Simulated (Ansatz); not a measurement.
# Calculations on BH$_{4}$Br

### Relaxation

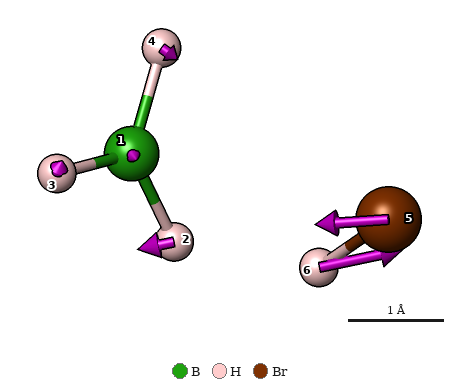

A relaxation of BH4Br. The starting structure is drawn; purple arrows show the displacements, at their true length. The two geometries are superimposed by the best rigid fit.

The picture is a ball-and-stick view, seen from a free direction.

The run prepares an end point of a later path (reaction) calculation, from a guessed geometry.

Theory: Ansatz 0.2.0, RKS revPBE/def2-TZVP. (no spin polarisation; force threshold 0.03 eV/Å; at most 50 steps)

What happened in the run?

The atom that moves furthest after the best rigid fit is H6 (0.91 Å). By element the largest moves are H 0.91 Å, Br 0.81 Å, B 0.13 Å. Among the contacts that change: B1–Br5 3.238 → 2.407 Å, Br5–H6 1.507 → 1.438 Å, B1–H3 1.199 → 1.207 Å, B1–H2 1.199 → 1.205 Å. Bond angles that change, for instance: H3–B1–H4 121.9° → 118.6°. Over 30 accepted moves (33 points after the start) the energy falls by 20.8 kJ/mol. Largest force component: 1.2 eV/Å at the start, 0.016 eV/Å at the end. The line search rejected the trial steps at points 8, 27, 29 of the run. The forces were under the threshold at step 12, but the run went on from there. The run took 70 s on 2 threads of Intel(R) Xeon(R) Platinum 8259CL CPU @ 2.50GHz (Skylake/Cascade Lake) (shared host), peak memory 0.17 GiB.

### Relaxation

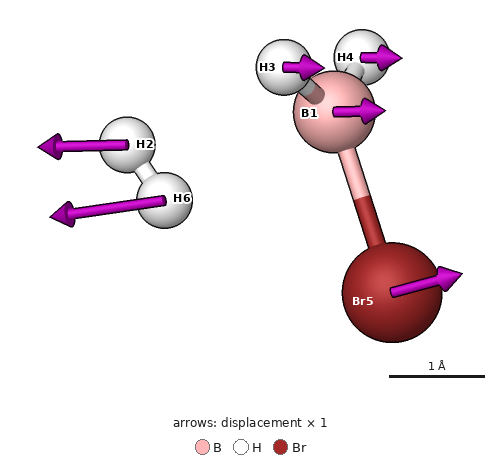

A relaxation of BH4Br. The starting structure is drawn; purple arrows show the displacements, at their true length. The two geometries are superimposed by the best rigid fit.

The picture is a ball-and-stick view, seen at a tilt.

The run prepares an end point of a later path (reaction) calculation, from a guessed geometry.

Level of theory: RKS revPBE/def2-TZVP (Ansatz).

Input
```yaml
crystal:
  periodic: [false, false, false]
  atoms:
    - { symbol: B, position_ang: [0.021633, -0.520797, -0.283088] }
    - { symbol: H, position_ang: [0.009331, 0.322103, 1.955494] }
    - { symbol: H, position_ang: [1.071846, 0.026176, -0.435043] }
    - { symbol: H, position_ang: [-1.060987, -0.038595, -0.428672] }
    - { symbol: Br, position_ang: [0.081596, -2.486395, 0.096188] }
    - { symbol: H, position_ang: [0.012581, -0.387792, 1.884321] }
basis:
  gaussian: { orbitals: def2-TZVP }
hamiltonian:
  xc: revpbe
relax:
  f_tol: 0.03
  max_steps: 50
```

Command:
```bash
ansatz run input.yaml --threads 2 --pin off --max-ram 3072MiB --backend cpu --events-out ev --progress --plain --runs-dir out
```

Which element moves most?

Answer. Hydrogen: up to 1.34 Å, against 0.84 Å for bromine.

Describe the change and its energy.

Answer. H6 moves most after the best rigid fit: 1.34 Å. By element the largest moves are H 1.34 Å, Br 0.84 Å, B 0.60 Å. Among the contacts that change: B1–Br5 2.003 → 1.910 Å, H2–H6 0.713 → 0.749 Å. Among the angles between lasting bonds that change: H3–B1–H4 126.7° → 124.6°. After 10 accepted moves (11 points after the start) the energy has fallen by 0.223 eV. The largest force component goes from 1.6 to 0.012 eV/Å. The line search rejected the trial step at point 7 of the run. The forces were under the threshold at step 6, but the run went on from there.

### Path

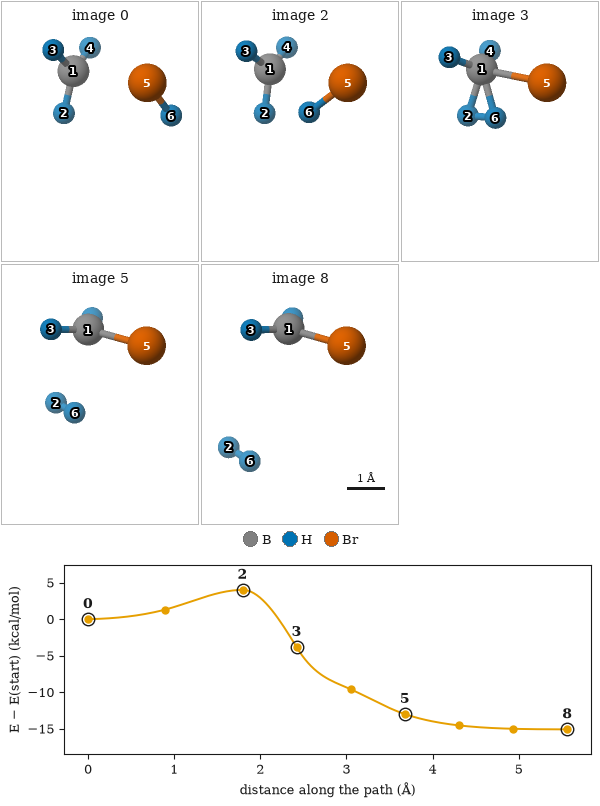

NEB run on BH4Br, made up at the start of BH₃ and HBr. Images are numbered from 0 (start) to 8 (end). The picture is a ball-and-stick view, seen from a free direction.

Method: RKS revPBE/def2-TZVP (Ansatz 0.2.0).

Input file:
```yaml
crystal:
  periodic: [false, false, false]
  atoms:
    - { symbol: B, position_ang: [0.025885, 0.145055, 0.005334] }
    - { symbol: H, position_ang: [0.195004, 0.768443, 1.022432] }
    - { symbol: H, position_ang: [0.927887, 0.100119, -0.795164] }
    - { symbol: H, position_ang: [-1.096138, -0.061884, -0.379212] }
    - { symbol: Br, position_ang: [0.481804, -2.042475, 0.899798] }
    - { symbol: H, position_ang: [-0.398442, -1.994558, 2.036012] }
basis:
  gaussian: { orbitals: def2-TZVP }
hamiltonian:
  xc: revpbe
neb:
  order_check: false
  images: 7
  f_tol: 0.05
  max_iterations: 60
  final_atoms:
    - { symbol: B, position_ang: [0.14276162, -0.63597494, -0.83169049] }
    - { symbol: H, position_ang: [-0.34520848, 0.48007432, 2.99442769] }
    - { symbol: H, position_ang: [1.07565213, 0.10511775, -0.72282658] }
    - { symbol: H, position_ang: [-1.00041586, -0.2861302, -0.87754254] }
    - { symbol: Br, position_ang: [0.50391389, -2.50782075, -0.94420766] }
    - { symbol: H, position_ang: [-0.2407033, -0.24056618, 3.17103958] }
  initial_path:
    images:
      - { positions_ang: [[0.025885, 0.145055, 0.005334], [0.195004, 0.768443, 1.022432], [0.927887, 0.100119, -0.795164], [-1.096138, -0.061884, -0.379212], [0.481804, -2.042475, 0.899798], [-0.398442, -1.994558, 2.036012]] }
      - { positions_ang: [[0.00635428, 0.10728315, 0.00371298], [0.14105273, 0.57677578, 1.1514513], [0.93649514, 0.09426369, -0.75072712], [-1.09487533, -0.07011171, -0.42806412], [0.42261688, -2.08308927, 0.86034652], [-0.27564369, -1.71042164, 1.95248044]] }
      - { positions_ang: [[-0.01317643, 0.06951131, 0.00209195], [0.08710145, 0.38510856, 1.28047061], [0.94510327, 0.08840838, -0.70629023], [-1.09361267, -0.07833941, -0.47691624], [0.36342976, -2.12370354, 0.82089504], [-0.15284539, -1.42628529, 1.86894887]] }
      - { positions_ang: [[-0.03270715, 0.03173946, 0.00047093], [0.03315018, 0.19344133, 1.40948991], [0.95371141, 0.08255307, -0.66185335], [-1.09235, -0.08656712, -0.52576835], [0.30424264, -2.16431781, 0.78144356], [-0.03004708, -1.14214893, 1.78541731]] }
      - { positions_ang: [[-0.05223787, -0.00603239, -0.0011501], [-0.02080109, 0.00177411, 1.53850921], [0.96231954, 0.07669776, -0.61741647], [-1.09108733, -0.09479483, -0.57462047], [0.24505552, -2.20493208, 0.74199208], [0.09275122, -0.85801258, 1.70188575]] }
      - { positions_ang: [[-0.003488, -0.16351803, -0.2087852], [-0.10190294, 0.12134916, 1.90248883], [0.99065269, 0.08380276, -0.64376899], [-1.06841946, -0.14262867, -0.65035099], [0.30977012, -2.28065425, 0.32044214], [0.00938759, -0.70365098, 2.06917421]] }
      - { positions_ang: [[0.04526187, -0.32100366, -0.4164203], [-0.18300479, 0.24092422, 2.26646845], [1.01898584, 0.09090775, -0.67012152], [-1.04575159, -0.19046251, -0.72608151], [0.37448471, -2.35637642, -0.10110779], [-0.07397604, -0.54928938, 2.43646267]] }
      - { positions_ang: [[0.09401175, -0.4784893, -0.62405539], [-0.26410663, 0.36049927, 2.63044807], [1.04731899, 0.09801275, -0.69647405], [-1.02308372, -0.23829635, -0.80181202], [0.4391993, -2.43209858, -0.52265773], [-0.15733967, -0.39492778, 2.80375112]] }
      - { positions_ang: [[0.14276162, -0.63597494, -0.83169049], [-0.34520848, 0.48007432, 2.99442769], [1.07565213, 0.10511775, -0.72282658], [-1.00041586, -0.2861302, -0.87754254], [0.50391389, -2.50782075, -0.94420766], [-0.2407033, -0.24056618, 3.17103958]] }
```

Run as
```bash
ansatz run input.yaml --threads 2 --pin off --max-ram 3072MiB --backend cpu --events-out ev --progress --plain --runs-dir out
```

Read off the barrier and say what moves.

Forward barrier 4.0 kcal/mol, backward barrier 19.1 kcal/mol, with image 2 at the top; the reaction energy is −15.1 kcal/mol. Breaking: B1–H2 (1.20 → 1.23 at the top → 4.02 Å), Br5–H6 (1.44 → 1.51 at the top → 4.76 Å). Forming: B1–Br5 (2.41 → 2.54 at the top → 1.91 Å), H2–H6 (3.00 → 1.44 at the top → 0.75 Å). The band converged in 12 iterations, with a climbing image at the top. At the top, the vibrational analysis gives one imaginary mode (196i cm⁻¹), as a transition state must have.
